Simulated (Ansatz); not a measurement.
# Nudged elastic band, with input and output: BNH4O (part 1 of 2)

System: BNH4O.
Method: RKS r2SCAN-D4/def2-SVP (Ansatz 0.2.0).

The run did not end well. One setting was made poor on purpose. It belongs to a series of runs on one base structure; here: band between the two ends.

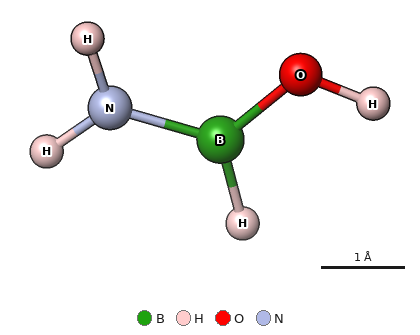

**Figure 1.** The input geometry (ball-and-stick view, seen at an oblique angle).

## What the run reported

- outcome: not converged
- barrier, forward (band not converged): 4.662 eV
- barrier, backward: 0.200 eV
- hardware: 1 thread of Arm Neoverse N1, 24 GiB of memory available, shared host
- wall time: 15 min
- peak memory: 0.11 GiB

The run did not converge: “NEB band did not converge after 60 iterations: max|band force component| = 2.47e-1 eV/Å (threshold 5.0e-2); raise `neb.max_iterations` in a new run, which can start from the last band evaluated (`neb.initial_path`, with `crystal.atoms` and `neb.final_atoms` set to its first and last images), add images, or start from endpoints closer to local minima …” Its last values are not results. A deliberately poor setting: step length.

## Input file
```yaml
crystal:
  periodic: [false, false, false]
  atoms:
    - { symbol: B, position_ang: [0.090722, -0.246726, 0.100981] }
    - { symbol: H, position_ang: [0.018981, -0.627652, 1.252496] }
    - { symbol: O, position_ang: [1.297204, -0.065834, -0.527349] }
    - { symbol: H, position_ang: [2.039806, -0.274025, 0.047498] }
    - { symbol: "N", position_ang: [-1.087055, 0.017833, -0.613708] }
    - { symbol: H, position_ang: [-2.009355, -0.092547, -0.217544] }
    - { symbol: H, position_ang: [-1.077804, 0.337053, -1.575574] }
basis:
  gaussian: { orbitals: def2-SVP }
hamiltonian:
  xc: r2scan
  dispersion: d4
neb:
  order_check: false
  images: 5
  f_tol: 0.05
  max_iterations: 60
  max_displacement: 0.02
  optimiser: lbfgs
  final_atoms:
    - { symbol: B, position_ang: [-0.64622427, -0.95165607, 0.23182351] }
    - { symbol: H, position_ang: [1.28252477, 0.17596992, 1.01467142] }
    - { symbol: O, position_ang: [1.33735513, 0.19912245, 0.04495056] }
    - { symbol: H, position_ang: [1.69955958, -0.68200721, -0.14437999] }
    - { symbol: "N", position_ang: [-1.28758236, -0.11174561, -0.66200535] }
    - { symbol: H, position_ang: [-2.26428963, -0.26465289, -0.89931064] }
    - { symbol: H, position_ang: [-0.84884422, 0.68307142, -1.1189495] }
  initial_path:
    images:
      - { positions_ang: [[0.090722, -0.246726, 0.100981], [0.018981, -0.627652, 1.252496], [1.297204, -0.065834, -0.527349], [2.039806, -0.274025, 0.047498], [-1.087055, 0.017833, -0.613708], [-2.009355, -0.092547, -0.217544], [-1.077804, 0.337053, -1.575574]] }
      - { positions_ang: [[0.06175643, -0.16421975, 0.06653578], [0.25157476, -0.41777253, 1.23197584], [1.40064943, -0.05575001, -0.3066779], [1.98790534, -0.51490504, 0.02955528], [-1.17143242, 0.01895652, -0.6671757], [-2.01563789, -0.32079563, -0.36550907], [-1.24231666, 0.50258844, -1.52190424]] }
      - { positions_ang: [[0.03279086, -0.08171351, 0.03209056], [0.48416852, -0.20789305, 1.21145568], [1.50409485, -0.04566602, -0.0860068], [1.93600469, -0.75578507, 0.01161257], [-1.25580983, 0.02008003, -0.72064339], [-2.02192078, -0.54904426, -0.51347413], [-1.40682931, 0.66812388, -1.46823448]] }
      - { positions_ang: [[0.00382529, 0.00079274, -0.00235465], [0.71676229, 0.00198642, 1.19093551], [1.60754028, -0.03558203, 0.1346643], [1.88410403, -0.99666511, -0.00633015], [-1.34018725, 0.02120355, -0.77411109], [-2.02820367, -0.7772929, -0.6614392], [-1.57134197, 0.83365933, -1.41456471]] }
      - { positions_ang: [[-0.2128579, -0.3166902, 0.07570473], [0.90534978, 0.05998092, 1.13218082], [1.51747856, 0.0426528, 0.10475972], [1.82258921, -0.89177914, -0.05234676], [-1.32265228, -0.02311283, -0.73674251], [-2.10689899, -0.6064129, -0.74072968], [-1.33050938, 0.78346336, -1.31602631]] }
      - { positions_ang: [[-0.42954109, -0.63417313, 0.15376412], [1.09393727, 0.11797542, 1.07342612], [1.42741685, 0.12088762, 0.07485514], [1.7610744, -0.78689318, -0.09836338], [-1.30511732, -0.06742922, -0.69937393], [-2.18559431, -0.4355329, -0.82002016], [-1.0896768, 0.73326739, -1.2174879]] }
      - { positions_ang: [[-0.64622427, -0.95165607, 0.23182351], [1.28252477, 0.17596992, 1.01467142], [1.33735513, 0.19912245, 0.04495056], [1.69955958, -0.68200721, -0.14437999], [-1.28758236, -0.11174561, -0.66200535], [-2.26428963, -0.26465289, -0.89931064], [-0.84884422, 0.68307142, -1.1189495]] }
```

Launch command:
```bash
ansatz run input.yaml --threads 1 --pin off --max-ram 2048MiB --backend cpu --events-out ev --progress --plain --runs-dir out
```

## The program's output
```
Engine: ansatz 0.2.0, aarch64-unknown-linux-gnu
Functional definition: r2SCAN
  parameter k0 = 0.174
  parameter k1 = 0.065
  parameter a1 = 4.9479
  exchange = r2scan_x(k0 = k0, k1 = k1, a1 = a1)
  correlation = r2scan_c
701 factors; their error is unknown
mean field evaluation 1: about -4267.3754 eV, gradient 6.5e1 eV
mean field evaluation 2: about -4256.3433 eV, gradient 9.7e1 eV
mean field evaluation 4: about -4275.3728 eV, gradient 2.5e0 eV
mean field evaluation 8: about -4275.3676 eV, gradient 1.3e-1 eV
mean field -4275.36762948 eV, -157.1168624352 hartree, gradient 1.7e-5 eV, S^2 0.000000; 0 other end points of the search recorded, 0 dependent functions left out
the calculation of the forces begins
reference -4275.36763766 eV, -157.1168627356 hartree; 12, 12 occupied and 50, 50 virtual orbitals, 701 factors
701 factors; their error is unknown
mean field evaluation 16: about -4262.7269 eV, gradient 6.6e1 eV
mean field -4270.90312329 eV, -156.9527948590 hartree, gradient 4.6e-5 eV, S^2 0.000000; 0 other end points of the search recorded, 0 dependent functions left out
[... from here on the field's lines of each further geometry are left out, up to the last ...]
NEB iter   1: max|band force component| = 1.041e1 eV/Å  barrier→ = 6.2811 eV  barrier← = 1.8189 eV  Δτ_max = 0.0200 Å  (182 SCF iters)
NEB iter   2: max|band force component| = 7.218e0 eV/Å  barrier→ = 6.1771 eV  barrier← = 1.7149 eV  Δτ_max = 0.0200 Å  (153 SCF iters)
NEB iter   3: max|band force component| = 4.713e0 eV/Å  barrier→ = 5.9531 eV  barrier← = 1.4909 eV  Δτ_max = 0.0200 Å  (149 SCF iters)
NEB iter   4: max|band force component| = 4.351e0 eV/Å  barrier→ = 5.7491 eV  barrier← = 1.2869 eV  Δτ_max = 0.0200 Å  (152 SCF iters)
NEB iter   5: max|band force component| = 4.183e0 eV/Å  barrier→ = 5.6780 eV  barrier← = 1.2158 eV  Δτ_max = 0.0200 Å  (151 SCF iters)
NEB iter   6: max|band force component| = 4.022e0 eV/Å  barrier→ = 5.6157 eV  barrier← = 1.1535 eV  Δτ_max = 0.0200 Å  (153 SCF iters)
NEB iter   7: max|band force component| = 3.866e0 eV/Å  barrier→ = 5.5601 eV  barrier← = 1.0979 eV  Δτ_max = 0.0200 Å  (152 SCF iters)
NEB iter   8: max|band force component| = 3.712e0 eV/Å  barrier→ = 5.5097 eV  barrier← = 1.0475 eV  Δτ_max = 0.0200 Å  (152 SCF iters)
NEB iter   9: max|band force component| = 3.557e0 eV/Å  barrier→ = 5.4634 eV  barrier← = 1.0012 eV  Δτ_max = 0.0200 Å  (152 SCF iters)
NEB iter  10: max|band force component| = 3.395e0 eV/Å  barrier→ = 5.4200 eV  barrier← = 0.9578 eV  Δτ_max = 0.0200 Å  (151 SCF iters)
NEB iter  11: max|band force component| = 3.224e0 eV/Å  barrier→ = 5.3785 eV  barrier← = 0.9163 eV  Δτ_max = 0.0200 Å  (152 SCF iters)
NEB iter  12: max|band force component| = 3.043e0 eV/Å  barrier→ = 5.3384 eV  barrier← = 0.8761 eV  Δτ_max = 0.0200 Å  (152 SCF iters)
NEB iter  13: max|band force component| = 2.851e0 eV/Å  barrier→ = 5.2989 eV  barrier← = 0.8366 eV  Δτ_max = 0.0200 Å  (151 SCF iters)
NEB iter  14: max|band force component| = 2.648e0 eV/Å  barrier→ = 5.2597 eV  barrier← = 0.7975 eV  Δτ_max = 0.0200 Å  (150 SCF iters)
NEB iter  15: max|band force component| = 2.436e0 eV/Å  barrier→ = 5.2205 eV  barrier← = 0.7583 eV  Δτ_max = 0.0200 Å  (151 SCF iters)
NEB iter  16: max|band force component| = 2.220e0 eV/Å  barrier→ = 5.1814 eV  barrier← = 0.7192 eV  Δτ_max = 0.0200 Å  (149 SCF iters)
NEB iter  17: max|band force component| = 2.007e0 eV/Å  barrier→ = 5.1424 eV  barrier← = 0.6802 eV  Δτ_max = 0.0200 Å  (149 SCF iters)
NEB iter  18: max|band force component| = 1.934e0 eV/Å  barrier→ = 5.1041 eV  barrier← = 0.6419 eV  Δτ_max = 0.0200 Å  (151 SCF iters)
NEB iter  19: max|band force component| = 1.894e0 eV/Å  barrier→ = 5.0664 eV  barrier← = 0.6042 eV  Δτ_max = 0.0200 Å  (147 SCF iters)
NEB iter  20: max|band force component| = 1.849e0 eV/Å  barrier→ = 5.0303 eV  barrier← = 0.5681 eV  Δτ_max = 0.0200 Å  (149 SCF iters)
NEB iter  21: max|band force component| = 1.786e0 eV/Å  barrier→ = 4.9956 eV  barrier← = 0.5334 eV  Δτ_max = 0.0200 Å  (150 SCF iters)
NEB iter  22: max|band force component| = 1.719e0 eV/Å  barrier→ = 4.9637 eV  barrier← = 0.5015 eV  Δτ_max = 0.0200 Å  (150 SCF iters)
NEB iter  23: max|band force component| = 1.642e0 eV/Å  barrier→ = 4.9335 eV  barrier← = 0.4713 eV  Δτ_max = 0.0200 Å  (149 SCF iters)
NEB iter  24: max|band force component| = 1.565e0 eV/Å  barrier→ = 4.9059 eV  barrier← = 0.4437 eV  Δτ_max = 0.0200 Å  (149 SCF iters)
NEB iter  25: max|band force component| = 1.485e0 eV/Å  barrier→ = 4.8806 eV  barrier← = 0.4184 eV  Δτ_max = 0.0200 Å  (148 SCF iters)
NEB iter  26: max|band force component| = 1.398e0 eV/Å  barrier→ = 4.8584 eV  barrier← = 0.3962 eV  Δτ_max = 0.0200 Å  (148 SCF iters)
NEB iter  27: max|band force component| = 1.317e0 eV/Å  barrier→ = 4.8373 eV  barrier← = 0.3751 eV  Δτ_max = 0.0200 Å  (148 SCF iters)
NEB iter  28: max|band force component| = 1.219e0 eV/Å  barrier→ = 4.8191 eV  barrier← = 0.3568 eV  Δτ_max = 0.0200 Å  (147 SCF iters)
NEB iter  29: max|band force component| = 1.157e0 eV/Å  barrier→ = 4.8037 eV  barrier← = 0.3414 eV  Δτ_max = 0.0200 Å  (147 SCF iters)
NEB iter  30: max|band force component| = 1.064e0 eV/Å  barrier→ = 4.7887 eV  barrier← = 0.3265 eV  Δτ_max = 0.0200 Å  (147 SCF iters)
NEB iter  31: max|band force component| = 9.782e-1 eV/Å  barrier→ = 4.7763 eV  barrier← = 0.3140 eV  Δτ_max = 0.0200 Å  (146 SCF iters)
NEB iter  32: max|band force component| = 8.866e-1 eV/Å  barrier→ = 4.7649 eV  barrier← = 0.3027 eV  Δτ_max = 0.0200 Å  (147 SCF iters)
NEB iter  33: max|band force component| = 7.980e-1 eV/Å  barrier→ = 4.7546 eV  barrier← = 0.2924 eV  Δτ_max = 0.0200 Å  (146 SCF iters)
NEB iter  34: max|band force component| = 7.194e-1 eV/Å  barrier→ = 4.7458 eV  barrier← = 0.2836 eV  Δτ_max = 0.0200 Å  (146 SCF iters)
NEB iter  35: max|band force component| = 6.392e-1 eV/Å  barrier→ = 4.7375 eV  barrier← = 0.2753 eV  Δτ_max = 0.0200 Å  (146 SCF iters)
NEB iter  36: max|band force component| = 5.700e-1 eV/Å  barrier→ = 4.7300 eV  barrier← = 0.2678 eV  Δτ_max = 0.0200 Å  (147 SCF iters)
NEB iter  37: max|band force component| = 8.395e-1 eV/Å  barrier→ = 4.7230 eV  barrier← = 0.2608 eV  CI = image 4  Δτ_max = 0.0157 Å  (148 SCF iters)
NEB iter  38: max|band force component| = 6.728e-1 eV/Å  barrier→ = 4.7505 eV  barrier← = 0.2883 eV  CI = image 4  Δτ_max = 0.0200 Å  (150 SCF iters)
NEB iter  39: max|band force component| = 6.071e-1 eV/Å  barrier→ = 4.7757 eV  barrier← = 0.3135 eV  CI = image 4  Δτ_max = 0.0200 Å  (149 SCF iters)
NEB iter  40: max|band force component| = 6.211e-1 eV/Å  barrier→ = 4.7837 eV  barrier← = 0.3215 eV  CI = image 4  Δτ_max = 0.0103 Å  (146 SCF iters)
NEB iter  41: max|band force component| = 4.421e-1 eV/Å  barrier→ = 4.7763 eV  barrier← = 0.3141 eV  CI = image 4  Δτ_max = 0.0163 Å  (149 SCF iters)
NEB iter  42: max|band force component| = 5.770e-1 eV/Å  barrier→ = 4.7624 eV  barrier← = 0.3001 eV  CI = image 4  Δτ_max = 0.0113 Å  (147 SCF iters)
NEB iter  43: max|band force component| = 5.187e-1 eV/Å  barrier→ = 4.7563 eV  barrier← = 0.2941 eV  CI = image 4  Δτ_max = 0.0058 Å  (151 SCF iters)
NEB iter  44: max|band force component| = 5.007e-1 eV/Å  barrier→ = 4.7512 eV  barrier← = 0.2890 eV  CI = image 4  Δτ_max = 0.0200 Å  (135 SCF iters)
NEB iter  45: max|band force component| = 5.147e-1 eV/Å  barrier→ = 4.7351 eV  barrier← = 0.2729 eV  CI = image 4  Δτ_max = 0.0076 Å  (147 SCF iters)
NEB iter  46: max|band force component| = 3.891e-1 eV/Å  barrier→ = 4.7317 eV  barrier← = 0.2695 eV  CI = image 4  Δτ_max = 0.0087 Å  (145 SCF iters)
NEB iter  47: max|band force component| = 6.956e-1 eV/Å  barrier→ = 4.7260 eV  barrier← = 0.2638 eV  CI = image 4  Δτ_max = 0.0106 Å  (149 SCF iters)
NEB iter  48: max|band force component| = 5.787e-1 eV/Å  barrier→ = 4.7230 eV  barrier← = 0.2608 eV  CI = image 4  Δτ_max = 0.0038 Å  (142 SCF iters)
NEB iter  49: max|band force component| = 4.561e-1 eV/Å  barrier→ = 4.7206 eV  barrier← = 0.2584 eV  CI = image 4  Δτ_max = 0.0200 Å  (118 SCF iters)
NEB iter  50: max|band force component| = 2.610e-1 eV/Å  barrier→ = 4.7085 eV  barrier← = 0.2463 eV  CI = image 4  Δτ_max = 0.0200 Å  (144 SCF iters)
NEB iter  51: max|band force component| = 2.170e-1 eV/Å  barrier→ = 4.6976 eV  barrier← = 0.2354 eV  CI = image 4  Δτ_max = 0.0200 Å  (144 SCF iters)
NEB iter  52: max|band force component| = 3.339e-1 eV/Å  barrier→ = 4.6877 eV  barrier← = 0.2255 eV  CI = image 4  Δτ_max = 0.0051 Å  (144 SCF iters)
NEB iter  53: max|band force component| = 2.681e-1 eV/Å  barrier→ = 4.6861 eV  barrier← = 0.2239 eV  CI = image 4  Δτ_max = 0.0076 Å  (135 SCF iters)
NEB iter  54: max|band force component| = 6.051e-1 eV/Å  barrier→ = 4.6827 eV  barrier← = 0.2205 eV  CI = image 4  Δτ_max = 0.0089 Å  (149 SCF iters)
NEB iter  55: max|band force component| = 5.078e-1 eV/Å  barrier→ = 4.6811 eV  barrier← = 0.2189 eV  CI = image 4  Δτ_max = 0.0023 Å  (144 SCF iters)
NEB iter  56: max|band force component| = 3.243e-1 eV/Å  barrier→ = 4.6801 eV  barrier← = 0.2179 eV  CI = image 4  Δτ_max = 0.0200 Å  (120 SCF iters)
NEB iter  57: max|band force component| = 3.199e-1 eV/Å  barrier→ = 4.6716 eV  barrier← = 0.2094 eV  CI = image 4  Δτ_max = 0.0200 Å  (145 SCF iters)
NEB iter  58: max|band force component| = 6.008e-1 eV/Å  barrier→ = 4.6640 eV  barrier← = 0.2018 eV  CI = image 4  Δτ_max = 0.0088 Å  (144 SCF iters)
NEB iter  59: max|band force component| = 5.362e-1 eV/Å  barrier→ = 4.6630 eV  barrier← = 0.2008 eV  CI = image 4  Δτ_max = 0.0024 Å  (128 SCF iters)
the calculation of the forces begins
reference -4270.70387306 eV, -156.9454725479 hartree; 12, 12 occupied and 50, 50 virtual orbitals, 701 factors
these checks for a lower state are left out or cut short: starts, cluster_reference, orbital_swaps, neighbouring_geometries, increment
701 factors; their error is unknown
mean field -4270.85034221 eV, -156.9508551898 hartree, gradient 7.0e-6 eV, S^2 0.000000; 0 other end points of the search recorded, 0 dependent functions left out
the calculation of the forces begins
reference -4270.85035062 eV, -156.9508554989 hartree; 12, 12 occupied and 50, 50 virtual orbitals, 701 factors
NEB iter  60: max|band force component| = 2.468e-1 eV/Å  barrier→ = 4.6625 eV  barrier← = 0.2003 eV  CI = image 4  Δτ_max = 0.0114 Å  (118 SCF iters)
```
